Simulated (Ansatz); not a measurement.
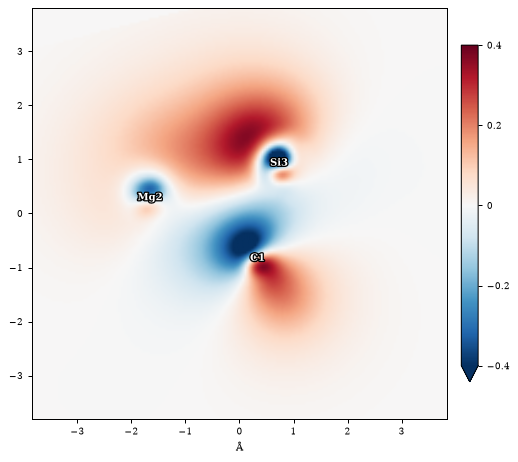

Figure. CH3MgSi (charge +1). One frontier orbital on the plane of atoms C1, Mg2 and Si3 (values in Å⁻³ᐟ²; the overall sign is arbitrary).

Geometry: r2SCAN-D4/def2-SVP.

Computed with isolated molecule in a Gaussian basis; Kohn-Sham density functional theory, functional PBE0 in Ansatz.

The calculation's input:

```
crystal:
  periodic: [false, false, false]
  atoms:
    - symbol: C
      position_ang: [-2.637058, 0.484074, 0.125547]
    - symbol: Mg
      position_ang: [-1.430405, 2.015637, -1.067010]
    - symbol: Si
      position_ang: [-3.545843, 2.046867, 0.212136]
    - symbol: H
      position_ang: [-3.084017, -0.516983, 0.017225]
    - symbol: H
      position_ang: [-1.659828, 0.403895, 0.651834]
    - symbol: H
      position_ang: [-4.945409, 1.858389, -0.291926]
basis:
  gaussian:
    orbitals: def2-TZVPD
total_charge: 1
hamiltonian:
  xc: {name: PBE0}
output: {forces: true, orbitals: {seedname: orbitals}}
```

Launched as:

```sh
ansatz run input.yaml --threads 1 --pin off --max-ram 2610MiB --events-out events.jsonl --progress --plain --runs-dir runs
```

Question: Which orbital is it: HOMO or LUMO?

Answer: The HOMO, at −11.45 eV. By Hirshfeld shares it lies mainly on Si3 (about 55 %), Mg2 (about 15 %), C1 (about 15 %) and H6 (about 10 %).
